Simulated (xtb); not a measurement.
# Frequency calculation, with input and output: C$_{3}$H$_{7}$AlBF (part 2 of 2)

The same run, continued: C$_{3}$H$_{7}$AlBF; GFN2-xTB (xtb 6.7.1). The geometry was optimised with GFN2-xTB.

Geometry of the input (Å):
```
C  -1.8501  1.2400  -0.0031
C  -1.1770  1.1505  -1.1545
Al 0.3844  -0.0586  -1.2419
C  0.8862  -1.3719  0.2047
B  1.4471  -0.6534  1.4472
F  0.6032  -0.1952  2.3689
H  -1.5567  0.6603  0.8630
H  -2.7092  1.8838  0.1413
H  -1.5264  1.7722  -1.9825
H  1.3479  -0.0243  -2.4544
H  1.6057  -2.0546  -0.2637
H  -0.0386  -1.9223  0.4243
H  2.5836  -0.4265  1.6508
```

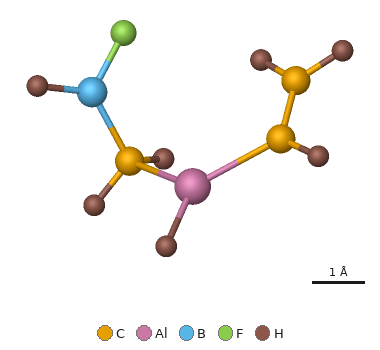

**Figure 1.** The structure (ball-and-stick view, seen at a tilt). Sticks mark near contacts.

### Output, continued
```
         #    Occupation            Energy/Eh            Energy/eV
      -------------------------------------------------------------
         1        2.0000           -0.7882550             -21.4495
       ...           ...                  ...                  ...
         4        2.0000           -0.5423435             -14.7579
         5        2.0000           -0.5269063             -14.3379
         6        2.0000           -0.5062766             -13.7765
         7        2.0000           -0.5048354             -13.7373
         8        2.0000           -0.4964603             -13.5094
         9        2.0000           -0.4795368             -13.0489
        10        2.0000           -0.4763503             -12.9622
        11        2.0000           -0.4578497             -12.4587
        12        2.0000           -0.4488757             -12.2145
        13        2.0000           -0.4182035             -11.3799
        14        2.0000           -0.4178464             -11.3702
        15        2.0000           -0.3909681             -10.6388
        16        2.0000           -0.3799834             -10.3399 (HOMO)
        17                         -0.2415857              -6.5739 (LUMO)
        18                         -0.2185138              -5.9461
        19                         -0.2096654              -5.7053
        20                         -0.1766443              -4.8067
        21                         -0.1340848              -3.6486
        22                         -0.1027961              -2.7972
        23                         -0.0786164              -2.1393
        24                         -0.0030962              -0.0843
        25                          0.1463939               3.9836
        26                          0.1672804               4.5519
        27                          0.1802396               4.9046
       ...                                ...                  ...
        36                          1.0341341              28.1402
      -------------------------------------------------------------
                  HL-Gap            0.1383977 Eh            3.7660 eV
             Fermi-level           -0.3107846 Eh           -8.4569 eV

     #   Z          covCN         q      C6AA      α(0)
     1   6 C        2.886    -0.060    29.490     8.903
     2   6 C        2.743    -0.138    31.508     9.191
     3  13 Al       2.644     0.331    94.725    19.873
     4   6 C        3.583    -0.244    26.279     7.439
     5   5 B        2.598     0.360    16.739     6.948
     6   9 F        0.722    -0.290    12.211     4.127
     7   1 H        0.925     0.063     2.162     2.299
     8   1 H        0.925     0.038     2.474     2.460
     9   1 H        0.924     0.053     2.284     2.363
    10   1 H        0.881    -0.157     8.062     4.445
    11   1 H        0.924     0.070     2.084     2.258
    12   1 H        0.924     0.073     2.049     2.239
    13   1 H        0.937    -0.100     5.570     3.690

 Mol. C6AA /au·bohr⁶  :       2078.041715
 Mol. C8AA /au·bohr⁸  :      69073.991487
 Mol. α(0) /au        :         76.233545

Wiberg/Mayer (AO) data.
largest (>0.10) Wiberg bond orders for each atom

 ---------------------------------------------------------------------------
     #   Z sym  total        # sym  WBO       # sym  WBO       # sym  WBO
 ---------------------------------------------------------------------------
     1   6 C    3.990 --     2 C    1.895     8 H    0.970     7 H    0.953
                             3 Al   0.167
     2   6 C    3.920 --     1 C    1.895     3 Al   1.006     9 H    0.923
     3  13 Al   3.363 --     2 C    1.006     4 C    0.915    10 H    0.876
                             1 C    0.167     5 B    0.121
     4   6 C    3.944 --     5 B    1.122     3 Al   0.915    11 H    0.895
                            12 H    0.889
     5   5 B    3.303 --     4 C    1.122     6 F    1.062    13 H    0.955
                             3 Al   0.121
Molecule has no symmetry elements
It seems to be the C1 point group
     6   9 F    1.139 --     5 B    1.062
     7   1 H    0.996 --     1 C    0.953
     8   1 H    0.999 --     1 C    0.970
     9   1 H    0.997 --     2 C    0.923
    10   1 H    0.975 --     3 Al   0.876
    11   1 H    0.995 --     4 C    0.895
    12   1 H    0.995 --     4 C    0.889
    13   1 H    0.990 --     5 B    0.955
 ---------------------------------------------------------------------------

Topologies differ in total number of bonds
Writing topology from bond orders to xtbtopo.mol

molecular dipole:
                 x           y           z       tot (Debye)
 q only:       -0.213      -0.241      -0.530
   full:       -0.401      -0.260      -0.407       1.596
molecular quadrupole (traceless):
                xx          xy          yy          xz          yz          zz
 q only:        1.775      -1.100       3.893       0.374      -0.165      -5.667
  q+dip:        2.213      -3.074       4.153       0.360      -1.278      -6.366
   full:        0.753       0.155       6.189       2.500       0.136      -6.943

           -------------------------------------------------
          |               Frequency Printout                |
           -------------------------------------------------
 projected vibrational frequencies (cm⁻¹)
eigval :       -0.00    -0.00    -0.00     0.00     0.00     0.00
eigval :       38.87    55.20    93.11    95.43   143.88   236.27
eigval :      312.70   361.58   492.04   504.63   523.45   612.25
eigval :      695.18   728.12   875.87   913.58   930.39   960.89
eigval :     1019.53  1039.48  1057.36  1234.94  1250.06  1390.21
eigval :     1400.72  1600.59  1769.19  2588.23  2879.62  2896.35
eigval :     2922.22  3028.00  3043.84
 reduced masses (amu)
   1: 17.02   2: 13.47   3: 15.25   4: 12.89   5: 16.60   6: 16.98   7: 12.46   8: 15.05
   9: 11.78  10:  8.79  11:  8.34  12: 14.06  13:  3.47  14:  9.34  15:  8.38  16:  5.26
  17: 10.04  18:  9.52  19: 12.09  20:  5.03  21:  5.49  22:  4.50  23:  3.90  24:  2.36
  25:  5.12  26:  1.74  27:  7.55  28:  4.70  29:  9.53  30:  2.90  31:  2.62  32: 10.71
  33:  1.99  34:  1.78  35:  1.73  36:  1.78  37:  1.81  38:  1.53  39:  2.06
 IR intensities (km·mol⁻¹)
   1:  0.05   2:  0.34   3:  0.16   4:  0.02   5:  0.01   6:  0.36   7:  2.83   8:  0.93
   9:  0.49  10:  0.16  11:  1.23  12: 12.10  13:  2.50  14:  7.72  15: 51.26  16: 40.95
  17: 75.16  18: 28.98  19:428.50  20:122.88  21: 36.78  22:197.42  23: 26.12  24: 26.49
  25: 23.80  26: 14.20  27: 79.35  28: 40.07  29:357.76  30: 26.69  31:  0.93  32:  9.02
  33:411.59  34:167.74  35: 16.53  36: 26.07  37: 59.89  38: 42.74  39: 40.50
 Raman intensities (Ä⁴*amu⁻¹)
   1:  0.00   2:  0.00   3:  0.00   4:  0.00   5:  0.00   6:  0.00   7:  0.00   8:  0.00
   9:  0.00  10:  0.00  11:  0.00  12:  0.00  13:  0.00  14:  0.00  15:  0.00  16:  0.00
  17:  0.00  18:  0.00  19:  0.00  20:  0.00  21:  0.00  22:  0.00  23:  0.00  24:  0.00
  25:  0.00  26:  0.00  27:  0.00  28:  0.00  29:  0.00  30:  0.00  31:  0.00  32:  0.00
  33:  0.00  34:  0.00  35:  0.00  36:  0.00  37:  0.00  38:  0.00  39:  0.00
 output can be read by thermo (or use thermo option).
 writing <g98.out> molden fake output.
 recommended (thermochemical) frequency scaling factor: 1.0
           -------------------------------------------------
          |             Thermodynamic Functions             |
           -------------------------------------------------

c1  symmetry found (for desy threshold:  0.10E+00) used in thermo

          ...................................................
          :                      SETUP                      :
          :.................................................:
          :  # frequencies                          33      :
          :  # imaginary freq.                       0      :
          :  linear?                             false      :
          :  only rotor calc.                    false      :
          :  symmetry                               c1      :
          :  rotational number                       1      :
          :  scaling factor                  1.0000000      :
          :  rotor cutoff                   50.0000000 cm⁻¹ :
          :  imag. cutoff                  -20.0000000 cm⁻¹ :
          :.................................................:

    mode    ω/cm⁻¹     T·S(HO)/kcal·mol⁻¹    T·S(FR)/kcal·mol⁻¹   T·S(vib)
   ------------------------------------------------------------------------
       1     38.87    -1.58486 ( 26.76%)    -1.13063 ( 73.24%)    -1.25219
       2     55.20    -1.37800 ( 59.77%)    -1.02691 ( 40.23%)    -1.23674
       3     93.11    -1.07147 ( 92.32%)    -0.87217 (  7.68%)    -1.05617
       4     95.43    -1.05711 ( 92.99%)    -0.86487 (  7.01%)    -1.04363
       5    143.88    -0.82041 ( 98.56%)    -0.74331 (  1.44%)    -0.81930
       6    236.27    -0.54584 ( 99.80%)    -0.59642 (  0.20%)    -0.54595
   ------------------------------------------------------------------------

   temp. (K)  partition function   enthalpy   heat capacity  entropy
                                   cal/mol     cal/K/mol   cal/K/mol   J/K/mol
 298.15  VIB  0.137E+04             4053.694     23.375     26.254
         ROT  0.292E+06              888.752      2.981     27.990
         INT  0.399E+09             4942.447     26.356     54.244
         TR   0.966E+27             1481.254      4.968     39.696
         TOT                        6423.7007    31.3240    93.9404   393.0466

       T/K    H(0)-H(T)+PV         H(T)/Eh          T*S/Eh         G(T)/Eh
   ------------------------------------------------------------------------
    298.15    0.102368E-01    0.961095E-01    0.446341E-01    0.514754E-01
   ------------------------------------------------------------------------

         :::::::::::::::::::::::::::::::::::::::::::::::::::::
         ::                  THERMODYNAMIC                  ::
         :::::::::::::::::::::::::::::::::::::::::::::::::::::
         :: total free energy         -16.954317712632 Eh   ::
         ::.................................................::
         :: total energy              -17.005793080972 Eh   ::
         :: zero point energy           0.085872665976 Eh   ::
         :: G(RRHO) w/o ZPVE           -0.034397297636 Eh   ::
         :: G(RRHO) contrib.            0.051475368340 Eh   ::
         :::::::::::::::::::::::::::::::::::::::::::::::::::::

           -------------------------------------------------
          | TOTAL ENERGY              -17.005793080972 Eh   |
          | TOTAL ENTHALPY            -16.909683596341 Eh   |
          | TOTAL FREE ENERGY         -16.954317712632 Eh   |
          | GRADIENT NORM               0.000030041925 Eh/α |
          | HOMO-LUMO GAP               3.765993382192 eV   |
           -------------------------------------------------

------------------------------------------------------------------------
------------------------------------------------------------------------
 total:
 *  cpu-time:     0 d,  0 h,  0 min,  1.274 sec
 * ratio c/w:     1.000 speedup
 SCF:
 *  cpu-time:     0 d,  0 h,  0 min,  0.021 sec
 * ratio c/w:     1.000 speedup
 analytical hessian:
 *  cpu-time:     0 d,  0 h,  0 min,  1.227 sec
 * ratio c/w:     1.000 speedup
```

### File vibspectrum
```
$vibrational spectrum
#  mode     symmetry     wave number   IR intensity    selection rules
#                         cm**(-1)      (km*mol⁻¹)        IR
     1                      -0.00         0.00000          -
     2                      -0.00         0.00000          -
     3                      -0.00         0.00000          -
     4                       0.00         0.00000          -
     5                       0.00         0.00000          -
     6                       0.00         0.00000          -
     7        a             38.87         2.82900         YES
     8        a             55.20         0.93063         YES
     9        a             93.11         0.49343         YES
    10        a             95.43         0.16380         YES
    11        a            143.88         1.22779         YES
    12        a            236.27        12.09920         YES
    13        a            312.70         2.49768         YES
    14        a            361.58         7.71557         YES
    15        a            492.04        51.26113         YES
    16        a            504.63        40.95380         YES
    17        a            523.45        75.15703         YES
    18        a            612.25        28.97692         YES
    19        a            695.18       428.49610         YES
    20        a            728.12       122.87631         YES
    21        a            875.87        36.77567         YES
    22        a            913.58       197.42403         YES
    23        a            930.39        26.11810         YES
    24        a            960.89        26.48806         YES
    25        a           1019.53        23.79776         YES
    26        a           1039.48        14.19791         YES
    27        a           1057.36        79.35397         YES
    28        a           1234.94        40.07205         YES
    29        a           1250.06       357.75515         YES
    30        a           1390.21        26.68937         YES
    31        a           1400.72         0.93144         YES
    32        a           1600.59         9.01589         YES
    33        a           1769.19       411.58691         YES
    34        a           2588.23       167.73703         YES
    35        a           2879.62        16.52914         YES
    36        a           2896.35        26.07136         YES
    37        a           2922.22        59.88718         YES
    38        a           3028.00        42.73904         YES
    39        a           3043.84        40.50239         YES
$end
```

### Key numbers

- outcome: converged
- electrons treated: 32
- total energy: −17.005793 hartree
- dispersion energy: −0.006954 hartree
- basis functions: 37
- HOMO: −10.34 eV
- LUMO: −6.57 eV
- zero-point energy: 0.085873 hartree
- dipole moment: 1.60 D
- wavenumbers, lowest and highest: 39 and 3044 cm⁻¹
- hardware: 1 thread of Intel Xeon @ 2.50GHz (Skylake/Cascade Lake), 189 GiB of memory available, shared host
- wall time: 1.4 s
- peak memory: 0.07 GiB

### Remarks

Settings chosen away from the usual ones: method = gfn2-xtb; task = frequencies; x = {"hess_step": 0.01}; geo = {"prev": "A"}.
